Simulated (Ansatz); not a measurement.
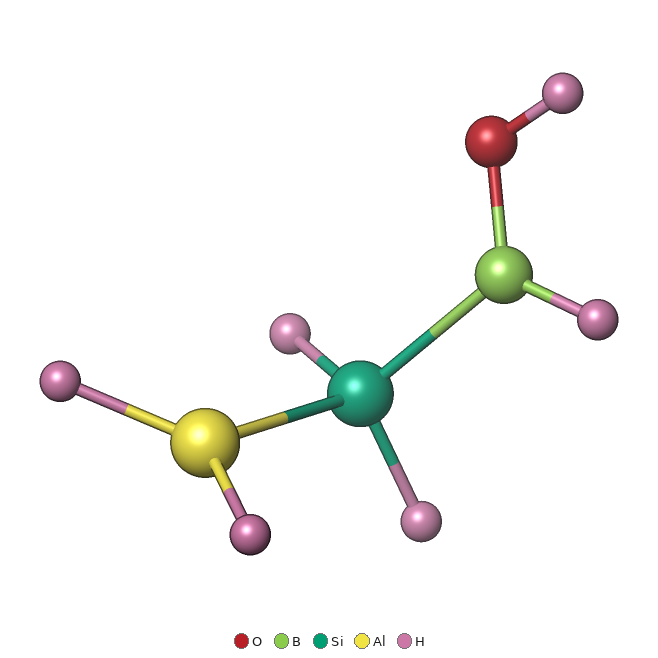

Every bond is drawn as one stick, whatever its order.

Question: Give the formula.

Answer: AlBH6OSi, 10 atoms: 1 aluminium, 1 boron, 6 hydrogen, 1 oxygen and 1 silicon.

Question: Give the symmetry (Schoenflies symbol).

Answer: C1.

Question: Count the bonded pairs by element.

Answer: 2 Si–H, 2 Al–H, 1 B–O, 1 B–Si, 1 Al–Si, 1 O–H, 1 B–H.

Question: What is its SMILES?

Answer: OB[SiH2][AlH2]

The parts below concern this one geometry. Atoms keep their numbers from picture to picture. Computed geometry: PBE0-D4/def2-TZVP optimisation.

**Shape**

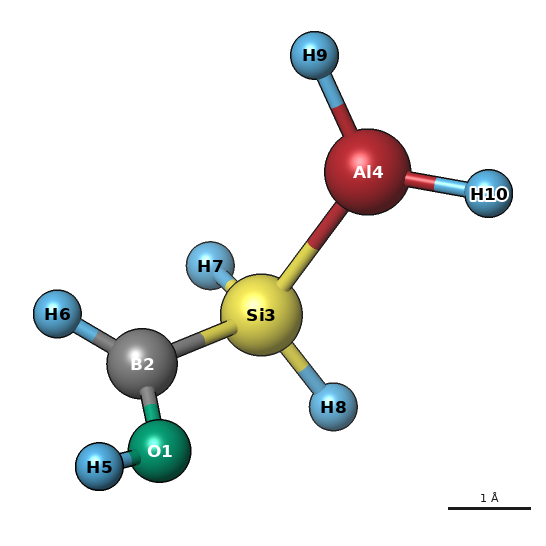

Atoms carry their numbers in the input.

Estimate the angles B2–O1–H5, O1–B2–Si3, O1–B2–H6, Si3–B2–H6, B2–Si3–Al4, B2–Si3–H7, B2–Si3–H8, Al4–Si3–H7, Al4–Si3–H8, Si3–Al4–H9, Si3–Al4–H10.

```
      angle  degrees
   B2–O1–H5    113.5
  O1–B2–Si3    119.4
   O1–B2–H6    119.3
  Si3–B2–H6    121.3
 B2–Si3–Al4    107.9
  B2–Si3–H7    109.0
  B2–Si3–H8    112.6
 Al4–Si3–H7    107.9
 Al4–Si3–H8    110.9
 Si3–Al4–H9    120.0
Si3–Al4–H10    121.7
```

**Dipole moment**

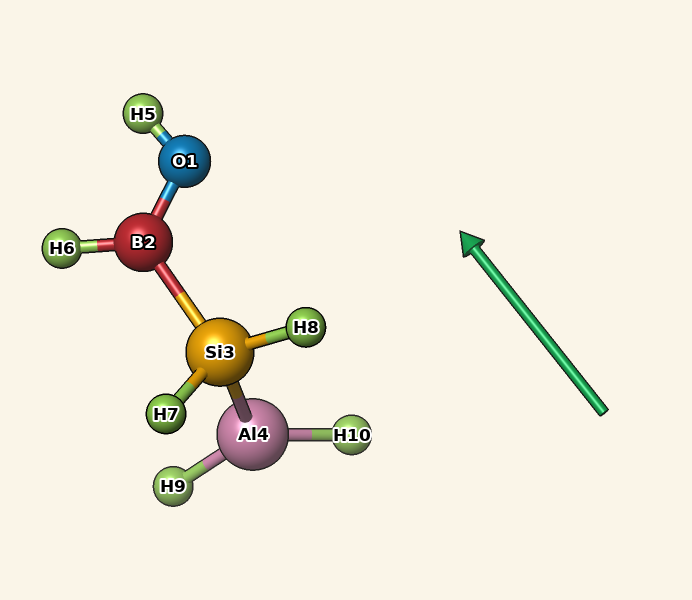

The arrow beside the molecule shows the direction of the dipole moment, from the negative to the positive end (its length means nothing). Level of theory: RKS ωB97M-V/def2-TZVPP (Ansatz 0.2.0).

Question: Estimate the dipole moment.

Answer: 1.85 D; it points from the side of H10 to the side of H5 (the outermost atoms at the two ends).

**Vibrations**

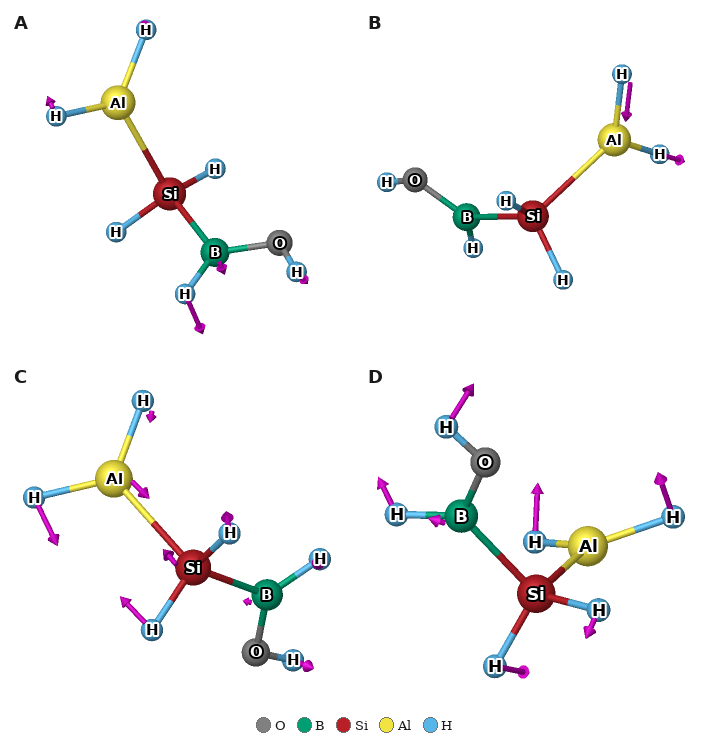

4 normal modes of one molecule or complex, as arrows. Harmonic vibrations computed with RKS PBE0-D4/def2-TZVP (Ansatz 0.2.0) at a stationary point of the same level.

Question: Match the panels to the wavenumbers 112 cm⁻¹, 379 cm⁻¹, 573 cm⁻¹, 1914 cm⁻¹.

Answer: A: 112 cm⁻¹
B: 1914 cm⁻¹, out-of-phase stretching of 2 Al–H bonds
C: 379 cm⁻¹, Al–Si stretching
D: 573 cm⁻¹

**Electronic properties**

Level of theory: RKS PBE0-D4/def2-TZVPP (Ansatz 0.2.0).

Question: What is the HOMO–LUMO gap?

Answer: 5.07 eV.

Question: Give the HOMO energy (Kohn–Sham orbital) at this level.

Answer: −7.13 eV.

Question: Estimate the dispersion correction.

Answer: −15.1 kJ/mol.
